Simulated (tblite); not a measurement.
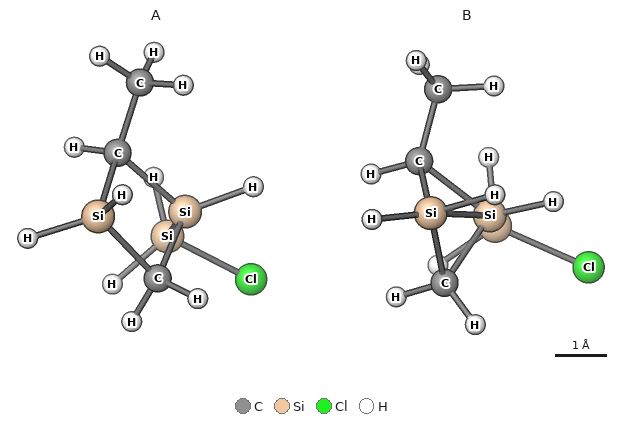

Two geometries of C$_{3}$H$_{11}$ClSi$_{3}$, drawn at one scale. One is the start of a relaxation, the other its converged end. The picture is a ball-and-stick view, seen from a free direction.

Method: tblite 0.8.0, GFN2-xTB geometry optimisation, gas phase. 

### Which one is relaxed?

Structure A is the relaxed one. An H atom moves most after the best rigid fit: 1.31 Å. By element the largest moves are H 1.31 Å, Cl 0.74 Å, C 0.52 Å, Si 0.47 Å. Among the contacts that change: Si–Si 2.493 → 2.777 Å, Si–Si 2.193 → 2.309 Å, Cl–Si 2.096 → 2.028 Å, C–Si 1.877 → 1.935 Å. Among the angles between lasting bonds that change: C–C–H 117.6° → 107.6°, H–C–H 115.9° → 106.4°, Si–C–Si 83.4° → 92.5°. Groups turn about C–Si by about 35°, C–Si by about 35°, C–Si by about 30°. The energy falls by 26.5 kcal/mol in 121 geometry steps. The run took 2.3 s on 1 thread of Arm Neoverse N1, on a shared host.
